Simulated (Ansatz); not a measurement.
The calculation's input:

```
crystal:
  periodic: [false, false, false]
  atoms:
    - {symbol: C, position_ang: [4.895858, -0.496965, 1.615078]}
    - {symbol: Si, position_ang: [3.649834, 0.261619, 0.391846]}
    - {symbol: C, position_ang: [4.280932, -0.011003, -1.382077]}
    - {symbol: C, position_ang: [3.518155, 2.129656, 0.726918]}
    - {symbol: Si, position_ang: [1.539632, -0.750049, 0.695662]}
    - {symbol: C, position_ang: [0.846655, -0.191629, 2.385228]}
    - {symbol: C, position_ang: [1.747508, -2.649781, 0.710591]}
    - {symbol: Si, position_ang: [0.118485, -0.180796, -1.099095]}
    - {symbol: C, position_ang: [0.695150, -1.176770, -2.626985]}
    - {symbol: C, position_ang: [0.246933, 1.681044, -1.509184]}
    - {symbol: Si, position_ang: [-2.124303, -0.771154, -0.645497]}
    - {symbol: C, position_ang: [-3.003826, -1.144522, -2.303807]}
    - {symbol: C, position_ang: [-2.183992, -2.348460, 0.432307]}
    - {symbol: Si, position_ang: [-3.316376, 0.971613, 0.406808]}
    - {symbol: C, position_ang: [-3.556396, 2.400756, -0.825679]}
    - {symbol: C, position_ang: [-5.026723, 0.310626, 0.919721]}
    - {symbol: C, position_ang: [-2.423480, 1.632847, 1.948759]}
    - {symbol: H, position_ang: [5.896388, -0.026760, 1.508326]}
    - {symbol: H, position_ang: [5.011560, -1.586972, 1.443249]}
    - {symbol: H, position_ang: [4.563065, -0.353165, 2.663821]}
    - {symbol: H, position_ang: [4.325174, -1.090768, -1.633462]}
    - {symbol: H, position_ang: [5.300976, 0.409469, -1.508290]}
    - {symbol: H, position_ang: [3.617233, 0.481574, -2.122344]}
    - {symbol: H, position_ang: [2.802647, 2.614846, 0.032265]}
    - {symbol: H, position_ang: [4.504503, 2.624819, 0.602782]}
    - {symbol: H, position_ang: [3.169055, 2.324658, 1.761914]}
    - {symbol: H, position_ang: [0.721914, 0.909247, 2.425957]}
    - {symbol: H, position_ang: [-0.142022, -0.651402, 2.589738]}
    - {symbol: H, position_ang: [1.536746, -0.486421, 3.203470]}
    - {symbol: H, position_ang: [2.433115, -2.963548, 1.525227]}
    - {symbol: H, position_ang: [0.774122, -3.158506, 0.867360]}
    - {symbol: H, position_ang: [2.170893, -3.011034, -0.248995]}
    - {symbol: H, position_ang: [0.615458, -2.267447, -2.441074]}
    - {symbol: H, position_ang: [0.069519, -0.936649, -3.511706]}
    - {symbol: H, position_ang: [1.751414, -0.950801, -2.880199]}
    - {symbol: H, position_ang: [1.276361, 1.942113, -1.831750]}
    - {symbol: H, position_ang: [-0.002803, 2.306454, -0.627834]}
    - {symbol: H, position_ang: [-0.446827, 1.956643, -2.330420]}
    - {symbol: H, position_ang: [-2.505935, -1.980229, -2.838018]}
    - {symbol: H, position_ang: [-4.064252, -1.428208, -2.137514]}
    - {symbol: H, position_ang: [-2.989015, -0.258110, -2.970662]}
    - {symbol: H, position_ang: [-3.233670, -2.658296, 0.617319]}
    - {symbol: H, position_ang: [-1.662726, -3.191890, -0.066473]}
    - {symbol: H, position_ang: [-1.698423, -2.183234, 1.415645]}
    - {symbol: H, position_ang: [-4.163403, 3.212608, -0.371824]}
    - {symbol: H, position_ang: [-4.080822, 2.056555, -1.740856]}
    - {symbol: H, position_ang: [-2.583647, 2.834510, -1.134544]}
    - {symbol: H, position_ang: [-5.587703, -0.068236, 0.040425]}
    - {symbol: H, position_ang: [-4.933096, -0.522876, 1.646069]}
    - {symbol: H, position_ang: [-5.636503, 1.108723, 1.393803]}
    - {symbol: H, position_ang: [-1.427878, 2.047071, 1.689134]}
    - {symbol: H, position_ang: [-2.268918, 0.835780, 2.704188]}
    - {symbol: H, position_ang: [-3.016535, 2.442430, 2.424628]}
basis:
  gaussian: {orbitals: def2-TZVP, fitting: {mean_field: def2-universal-jkfit}, initial_orbitals: start.molden}
hamiltonian: {xc: pbe0, dispersion: d4}
scf: {omitted_lower_state_checks: [starts]}
output: {orbitals: {seedname: orbitals}}
```

Launched as:

```sh
ansatz run in.yaml --threads 2 --pin off --events-out ev --progress --plain --max-ram 32768MiB --backend cuda --devices 0, --max-vram 18GiB
```

Geometry: PBE-D4/def2-SVP.

Theory: Ansatz, RKS PBE0-D4/def2-TZVP.

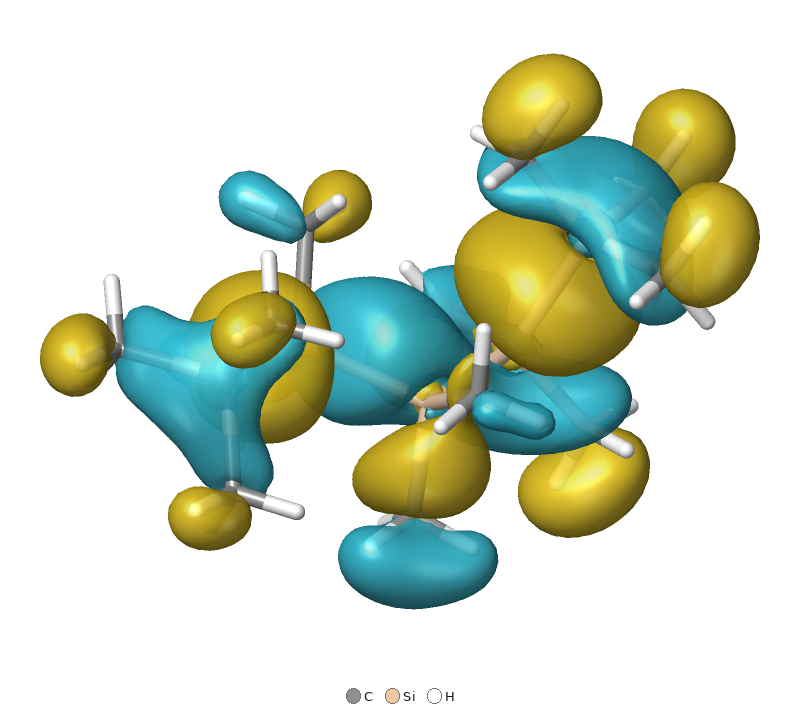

C$_{12}$H$_{36}$Si$_{5}$ (SMILES C[Si](C)(C)[Si](C)(C)[Si](C)(C)[Si](C)(C)[Si](C)(C)C). The HOMO−1 at ±0.04 Å⁻³ᐟ² (yellow and cyan are the two phases), seen at a tilt.

Q: Describe this orbital and give its energy.

A: Its weight (Hirshfeld) is mainly on Si11 (about 20 %), Si14 (about 20 %), Si5 (about 10 %), Si8 (about 10 %) and Si2 (about 5 %). Its energy is −6.92 eV.
